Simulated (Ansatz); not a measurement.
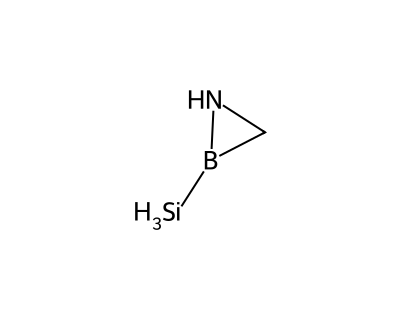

Source: calculation with Ansatz.

2D structure.

Give its SMILES.

Answer. [SiH3]B1CN1

What is the molecular formula?

Answer. CH6BNSi.
